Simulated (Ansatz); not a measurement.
# One shape, several levels: [BF2]+ (SMILES F[B+]F)

We compute a comparison of 6 runs (CAM-B3LYP/STO-3G, HSE06/STO-3G, UPBE/STO-3G, wB97X/STO-3G, BCCD(T)/STO-3G, UCCSD(T)/STO-3G) of [BF2]+. 

The results are computed with Ansatz 0.2.0.

6 further runs of the same task are left out: 5 that didn't finish, 1 set aside as unsound or not needed.

## 1. Starting point

[BF2]+: 3 atoms, total charge +1, spin state singlet. SMILES: `F[B+]F`. The B2–F1 distance was set to 1.524 Å, away from the relaxed value.

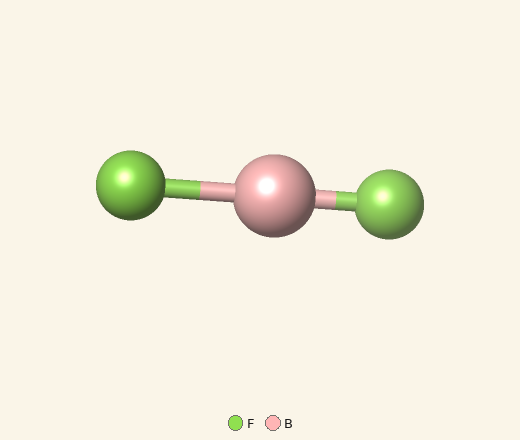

Viewed from a chosen angle; fluorine green, boron pink.

## 2. The energy at CAM-B3LYP/STO-3G (run 1)

Input file job.yaml:

```yaml
crystal:
  periodic: [false, false, false]
  atoms:
    - {symbol: F, position_ang: [0.409023, 1.417401, 0.382003]}
    - {symbol: B, position_ang: [0.000740, -0.000320, 0.000370]}
    - {symbol: F, position_ang: [-0.328120, -1.133550, -0.306050]}
basis:
  gaussian:
    orbitals: STO-3G
total_charge: 1
hamiltonian:
  xc: {name: CAM-B3LYP}
accuracy: high
```

Run with:

```console
ansatz run job.yaml --threads 1 --pin off --max-ram 2610MiB --events-out events.jsonl --progress --plain --runs-dir runs
```

The log of the run:

```text
Warning: RAYON_NUM_THREADS=1 ignored (pool sized by the plan → 1); use --threads N
Functional definition: CAM-B3LYP
  name "CAM-B3LYP"
  parameter alpha = 0.19
  parameter beta = 0.46
  parameter omega = 0.33/bohr
  parameter ac = 0.81
  exchange = (1 - alpha - beta)*b88_x + beta*b88_x_sr(omega) + alpha*exact_x + beta*exact_x_lr(omega)
  correlation = (1 - ac)*vwn5_c + ac*lyp_c
244 factors; integrals over basis functions are off by at most 3.4e-8 eV
122 factors; integrals over basis functions are off by at most 9.5e-10 eV
mean field evaluation 1: about -6007.5608 eV, gradient 3.9e1 eV
mean field evaluation 2: about -5994.1233 eV, gradient 9.2e1 eV
mean field evaluation 4: about -6013.4892 eV, gradient 4.4e0 eV
mean field evaluation 8: about -6013.5092 eV, gradient 4.2e-2 eV
mean field evaluation 16: about -6013.5092 eV, gradient 1.1e-7 eV
mean field -6013.50924649 eV, -220.9923887057 hartree, gradient 2.9e-8 eV, S^2 0.000000; 0 other end points of the search recorded, 0 dependent functions left out
reference -6013.50925534 eV, -220.9923890307 hartree; 11, 11 occupied and 4, 4 virtual orbitals, 244 factors
Total energy: -6013.50925534 eV, -220.9923890307 hartree
```

It took 0.76 s on 1 thread of Arm Neoverse V1, shared host.

## 3. A single-point energy at HSE06/STO-3G (run 2)

Input file run.yaml:

```yaml
crystal:
  periodic: [false, false, false]
  atoms:
    - {symbol: F, position_ang: [0.409023, 1.417401, 0.382003]}
    - {symbol: B, position_ang: [0.000740, -0.000320, 0.000370]}
    - {symbol: F, position_ang: [-0.328120, -1.133550, -0.306050]}
basis:
  gaussian: {orbitals: STO-3G}
total_charge: 1
hamiltonian: {xc: {name: HSE06}}
accuracy: high
```

Run with:

```console
ansatz run run.yaml --threads 1 --pin off --max-ram 2610MiB --events-out events.jsonl --progress --plain --runs-dir runs
```

The log of the run:

```text
Warning: RAYON_NUM_THREADS=1 ignored (pool sized by the plan → 1); use --threads N
Functional definition: HSE06
  name "HSE06"
  parameter a = 0.25
  parameter omega = 0.11/bohr
  exchange = pbe_x - a*pbe_x_sr(omega) + a*exact_x_sr(omega)
  correlation = pbe_c
244 factors; integrals over basis functions are off by at most 3.4e-8 eV
44 factors; integrals over basis functions are off by at most 5.0e-10 eV
mean field evaluation 1: about -6005.4710 eV, gradient 3.6e1 eV
mean field evaluation 2: about -5950.6383 eV, gradient 1.7e2 eV
mean field evaluation 4: about -6010.1859 eV, gradient 1.2e1 eV
mean field evaluation 8: about -6010.5671 eV, gradient 5.1e-2 eV
mean field evaluation 16: about -6010.5671 eV, gradient 1.3e-6 eV
mean field -6010.56708221 eV, -220.8842661625 hartree, gradient 6.3e-8 eV, S^2 0.000000; 0 other end points of the search recorded, 0 dependent functions left out
reference -6010.56708340 eV, -220.8842662062 hartree; 11, 11 occupied and 4, 4 virtual orbitals, 244 factors
Total energy: -6010.56708340 eV, -220.8842662062 hartree
```

Run time: 0.8 s. Hardware: 1 thread of Arm Neoverse V1, shared host.

## 4. The energy at UPBE/STO-3G (run 3)

Input file input.yaml:

```yaml
crystal:
  periodic: [false, false, false]
  atoms:
    - {symbol: F, position_ang: [0.409023, 1.417401, 0.382003]}
    - {symbol: B, position_ang: [0.000740, -0.000320, 0.000370]}
    - {symbol: F, position_ang: [-0.328120, -1.133550, -0.306050]}
basis:
  gaussian:
    orbitals: STO-3G
total_charge: 1
magnetization:
  spin_polarized: true
  initial_magnetization: 0
hamiltonian:
  xc: {name: PBE}
accuracy: high
```

Run with:

```console
ansatz run input.yaml --threads 1 --pin off --max-ram 2610MiB --events-out events.jsonl --progress --plain --runs-dir runs
```

The log of the run:

```text
Warning: RAYON_NUM_THREADS=1 ignored (pool sized by the plan → 1); use --threads N
Functional definition: PBE
  name "PBE"
  parameter kappa = 0.804
  parameter beta = 0.06672455060314922
  exchange = pbe_x(kappa = kappa, mu = beta*pi^2/3)
  correlation = pbe_c(beta = beta)
244 factors; integrals over basis functions are off by at most 3.4e-8 eV
mean field evaluation 1: about -6005.6978 eV, gradient 2.5e1 eV
mean field evaluation 2: about -5884.0319 eV, gradient 1.6e2 eV
mean field evaluation 4: about -6009.6433 eV, gradient 1.1e1 eV
mean field evaluation 8: about -6010.2588 eV, gradient 1.5e-1 eV
mean field evaluation 16: about -6010.2590 eV, gradient 1.6e-6 eV
mean field -6010.25896800 eV, -220.8729431742 hartree, gradient 3.5e-8 eV, S^2 0.000000; 0 other end points of the search recorded, 0 dependent functions left out
reference -6010.25896921 eV, -220.8729432185 hartree; 11, 11 occupied and 4, 4 virtual orbitals, 244 factors
Total energy: -6010.25896921 eV, -220.8729432185 hartree
```

Run time: 1 s. Hardware: 1 thread of Arm Neoverse V1, shared host; peak memory 0.11 GiB.

Runs 4 to 5 aren't shown in full; the table further down has their settings and results.

## 5. The energy at UCCSD(T)/STO-3G (run 6)

Changes to input.yaml since step 4:

```diff
@@ -12,5 +12,7 @@
   spin_polarized: true
-  initial_magnetization: 0
-hamiltonian:
-  xc: {name: PBE}
+correlation:
+  method: ccsd_t
+  frozen_orbitals: {B: 1, F: 1}
 accuracy: high
+scf:
+  omitted_lower_state_checks: [cluster_reference, increment]
```

Run with:

```console
ansatz run input.yaml --threads 1 --pin off --max-ram 2610MiB --events-out events.jsonl --progress --plain --runs-dir runs
```

The log of the run, cut to the lines that bear on the results:

```text
Warning: RAYON_NUM_THREADS=1 ignored (pool sized by the plan → 1); use --threads N
Functional definition: HF
  name "HF"
[...]
244 factors; integrals over basis functions are off by at most 3.4e-8 eV
[...]
mean field -5992.26394223 eV, -220.2116381747 hartree, gradient 2.0e-8 eV, S^2 0.000000; 0 other end points of the search recorded, 0 dependent functions left out
3 core orbitals not correlated: weight in the atoms' cores, before any rotation towards them, 1.000 or more for the frozen orbitals, at most 0.000 for the correlated occupied ones
reference -5992.26394223 eV, -220.2116381747 hartree; 8, 8 occupied and 4, 4 virtual orbitals, 244 factors
second order -3.03931164 eV of doubles, -0.00000000 eV of singles
cycle   1  -3.01914143 eV  change    2.0e-2 eV  update   1.3e-1
[...]
cycle  22  -3.46792570 eV  change   4.5e-10 eV  update   1.2e-9
perturbative correction -0.37687860 eV, -0.0138500331 hartree
Total energy: -5996.10874654 eV, -220.3529321267 hartree
Checks for a lower state left out: cluster_reference, increment
```

It took 0.32 s on 1 thread of Arm Neoverse V1, shared host.

## 6. Overview of the runs

```
run             level  frozen core orbitals  energy (Eh)  wall time
  1  CAM-B3LYP/STO-3G                     –  -220.992389     0.76 s
  2      HSE06/STO-3G                     –  -220.884266      0.8 s
  3       UPBE/STO-3G                     –  -220.872943        1 s
  4      wB97X/STO-3G                     –  -221.058153      2.6 s
  5    BCCD(T)/STO-3G                     3  -220.353571     0.22 s
  6   UCCSD(T)/STO-3G                     3  -220.352932     0.32 s
```

## 7. Outcome

```
                                          quantity          value
                               run 6: total energy  -220.35293 Eh
run 6: correlation energy (3 core orbitals frozen)     -141.3 mEh
                             run 6: (T) correction     -13.85 mEh
                              run 6: T1 diagnostic          0.028
```

Totals of different functionals can't be ranked against each other. In runs 1, 2, 3, 4, 5, 6 the basis is minimal, so the values are rough. All runs together took 5.7 s, the longest 2.6 s.
